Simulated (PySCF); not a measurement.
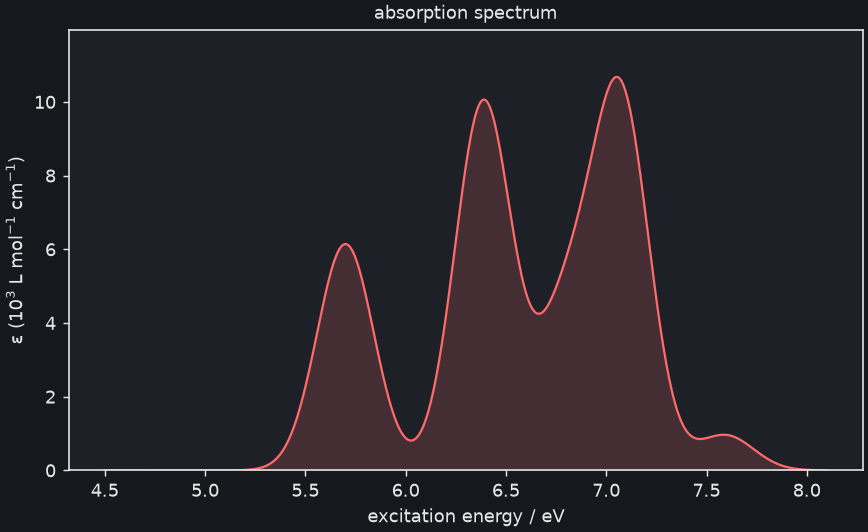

Vertical TDDFT excitations, ωB97X-D/def2-SVPD (IEF-PCM benzene), PySCF 2.14.0, at a PBE0-D3(BJ)/def2-SVP geometry (no frequency check). The lowest 6 singlet states are shown; each is broadened by a Gaussian of 1/e half-width 0.20 eV.

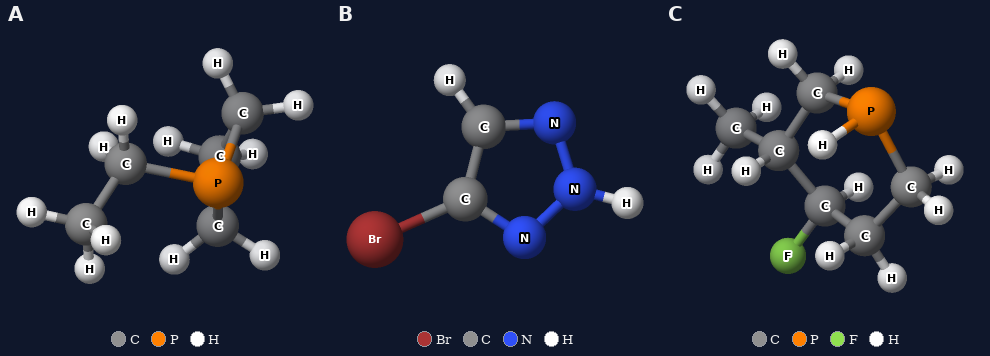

### Whose absorption spectrum is this? Choose among the lettered structures.

Structure A, C₅H₁₁P, SMILES CCP1CCC1. Its lowest singlet lies at 5.70 eV (f = 0.076) and the brightest of those computed is S2 at 6.39 eV (194 nm), f = 0.124, mainly HOMO → LUMO+2 (71 %).

Known limits of this run: one conformer of a flexible molecule; core orbitals are frozen in the response.
